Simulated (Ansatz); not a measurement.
ClGe$_{2}$H$_{3}$Si

The calculation's input:

```
crystal:
  periodic: [false, false, false]
  atoms:
    - {symbol: Cl, position_ang: [0.070901, 2.208133, 1.051510]}
    - {symbol: Ge, position_ang: [1.049932, 0.001128, 1.443936]}
    - {symbol: Ge, position_ang: [-1.128548, 0.553891, -0.293174]}
    - {symbol: Si, position_ang: [-1.303830, -0.445273, 1.931203]}
    - {symbol: H, position_ang: [-1.893196, 0.458003, 2.957753]}
    - {symbol: H, position_ang: [-1.767341, -1.862206, 2.061604]}
    - {symbol: H, position_ang: [0.526991, -0.132525, -0.265279]}
basis:
  gaussian:
    orbitals: def2-TZVPD
hamiltonian:
  xc: pbe0
output: {forces: true, orbitals: {seedname: orbitals}}
```

Run with:

```sh
ansatz run input.yaml --threads 2 --pin off --max-ram 4350MiB --events-out events.jsonl --progress --plain --runs-dir runs
```

Geometry: r2SCAN-D4/def2-SVP.

Theory: isolated molecule in a Gaussian basis; Kohn-Sham density functional theory, functional PBE0 (Ansatz).

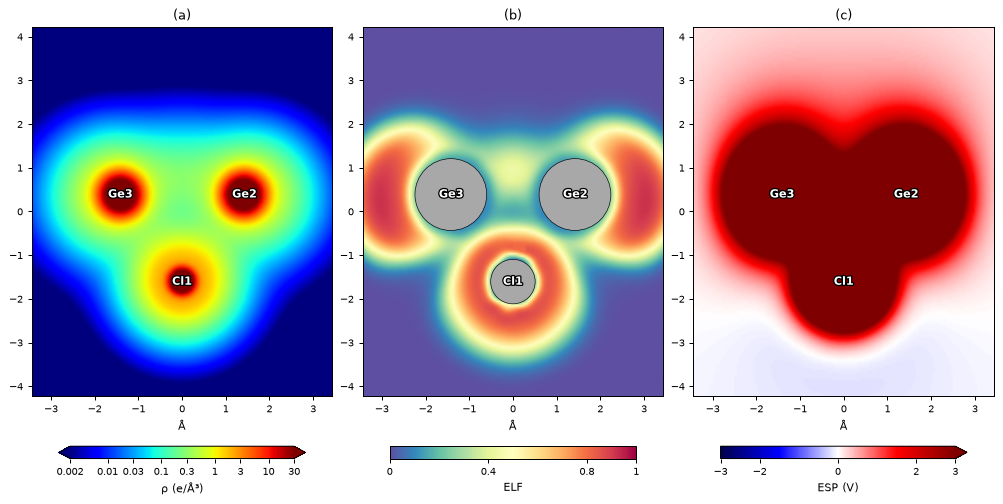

Figure 1. (a) total electron density; (b) ELF; (c) electrostatic potential on the plane of atoms Ge2, Cl1 and Ge3. Grey discs cover the atomic cores in the ELF map.

Question: What does the map show?

Answer:
- The plane passes through Cl and Ge nuclei.
- Ge–Cl (2.45 Å): ρ at the midpoint is about 0.43 e/Å³, with its minimum of 0.39 e/Å³ about 1.1 Å from Ge; the ELF peaks at about 0.85 in the valence shell of Cl, 0.8 Å from its nucleus, and is about 0.55 at the midpoint.
- The ELF also peaks beside Cl1, away from the bonds: lone-pair regions.
- The potential has no marked negative region in this plane.

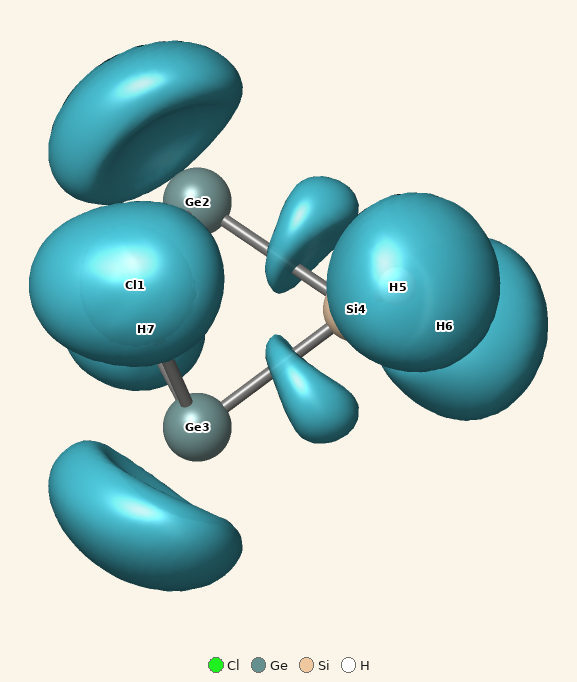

Figure 2. Isosurface of the electron localisation function at 0.8 (cyan), seen from one side. Core shells and regions of very low density are left out.

Question: What do the ELF domains correspond to?

Answer: The ELF exceeds this value in three regions around hydrogen nuclei, two regions on Si in which the atom's valence shell and bonds are merged, two lobes on Ge, pointing away from the bonds (lone pairs) and one region wrapped around Cl (its valence shell). Profiles from the grid: Si–Ge (2.44 Å): the ELF peaks at about 0.90 between the atoms; a covalent bond.

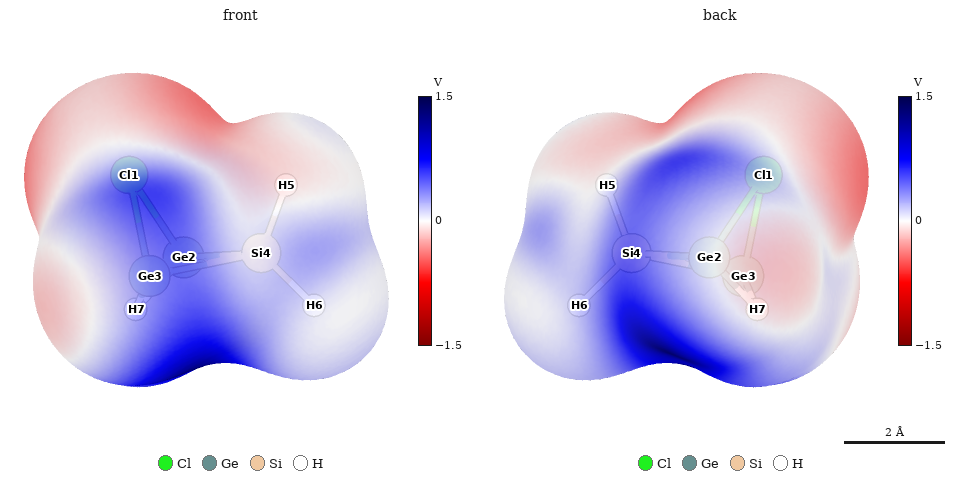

Figure 3. The electrostatic potential painted on the density surface at 0.001 e/bohr³, seen from the front and from behind; red is negative and blue positive.

Question: Describe the electrostatic potential map.

Answer: The most negative region (about −0.4 V, or −9 kcal/mol for a unit charge) lies over Cl1, the most positive (about +1.3 V, or +30 kcal/mol for a unit charge) over Ge2 and Ge3.

Question: How polar is the molecule by this calculation?

Answer: Its dipole moment is 1.24 D.
